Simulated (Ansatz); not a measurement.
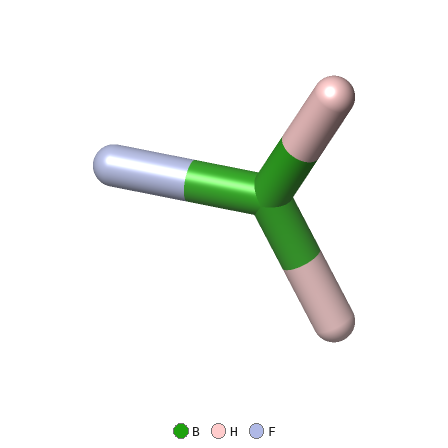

Rendered structure (stick style). Every bond is drawn as one stick, whatever its order.

The geometry was computed by an optimisation with PBE0-D4/def2-TZVP.

Count the atoms of each element.

BFH2, 4 atoms: 1 boron, 1 fluorine and 2 hydrogen.

What is the point group of this geometry?

C2v.

Count the bonded pairs by element.

2 B–H, 1 B–F. Sticks follow a distance rule.

The parts below concern this one geometry. Atoms keep their numbers from picture to picture.

### Vibrations

Harmonic vibrations computed with RKS PBE0-D4/def2-TZVP (Ansatz 0.2.0) at a stationary point of the same level.

How many vibrational modes are there, and where do they lie?

6 modes: 1017, 1079, 1180, 1363, 2573, 2677 cm⁻¹.

### Dipole moment

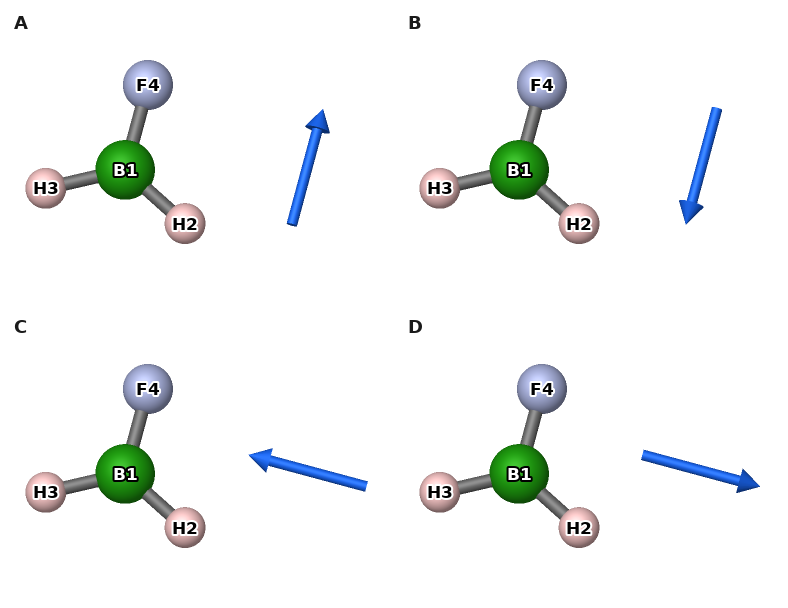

The same molecule four times, each with an arrow. Properties computed with RKS PBE0-D4/def2-TZVP (Ansatz 0.2.0).

Which arrow points along the dipole moment, from the negative to the positive end?

B. The dipole moment is 0.73 D; it points from the side of F4 to the side of H2, H3 (the outermost atoms at the two ends).

### Charges

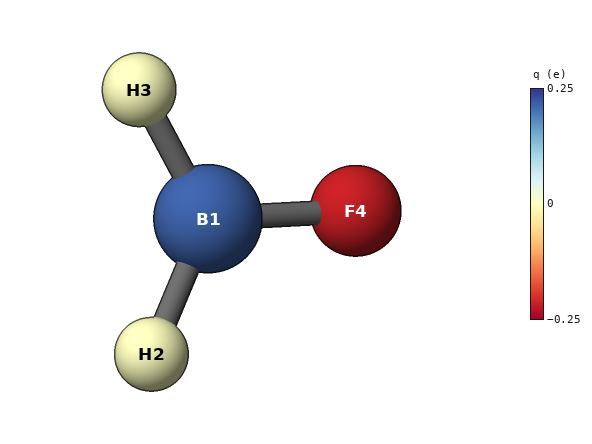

Atoms are coloured by their Mulliken charges. Level of theory: RKS PBE0-D4/def2-TZVP (Ansatz 0.2.0).

List the Mulliken charges.

```tsv
atom	value (e)
B1	0.21
H2	0.00
H3	0.00
F4	−0.21
```

Mulliken values depend strongly on the basis set and can even reverse the polarity of a bond.
